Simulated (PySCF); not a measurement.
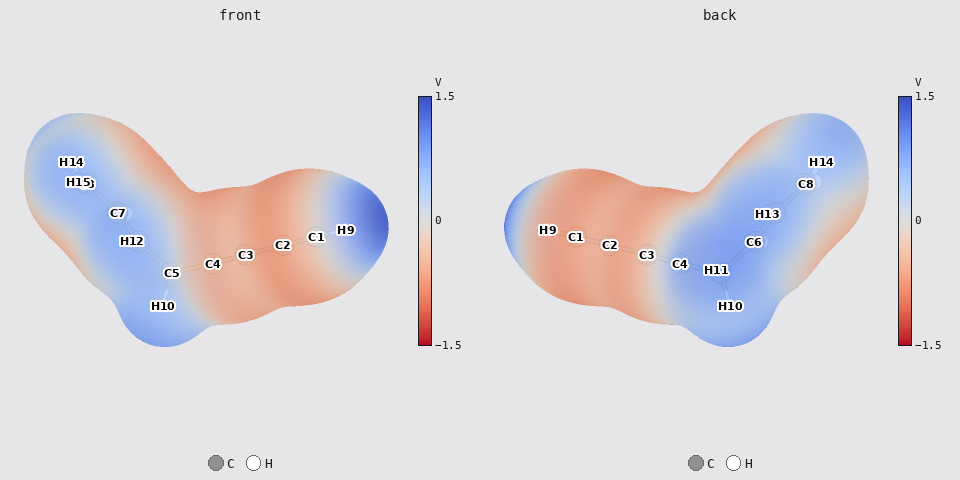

Figure. C₈H₇ (doublet). The molecular electrostatic potential painted on the density surface at 0.001 e/bohr³, seen from the front and from behind; the colour scale runs from red (negative) to blue (positive).

Geometry: GFN2-xTB.

Method: UKS B3LYP, pcH-1 on C H, non-relativistic, mean-field spin-orbit, GIAO in PySCF 2.14.0, density-fitted response routines.

Input

```
{"job": {"kind": "epr", "basis": "pcH-1"}, "charge": 0, "multiplicity": 2}
C      2.465944     2.230815    -3.124240
C      2.066974     1.411463    -2.336886
C      1.618045     0.490105    -1.444520
C      1.240790    -0.355434    -0.670281
C      0.735810    -1.315287     0.292041
C     -0.364573    -0.696046     1.087003
C     -1.657188    -1.171006     1.098007
C     -2.681600    -0.606821     1.809572
H      2.811523     2.943027    -3.811134
H      1.564065    -1.609656     0.950950
H      0.380033    -2.205854    -0.234929
H     -0.116718     0.191997     1.650166
H     -1.872652    -2.056153     0.510079
H     -3.672142    -1.021587     1.793915
H     -2.522726     0.272771     2.408345
```

Launched as:

```sh
OMP_NUM_THREADS=1 python probes_run.py task.json out
```

### Describe the electrostatic potential map.

The most negative region (about −0.7 V) lies over C1, C2 and C3, the most positive (about +1.3 V) over H9.
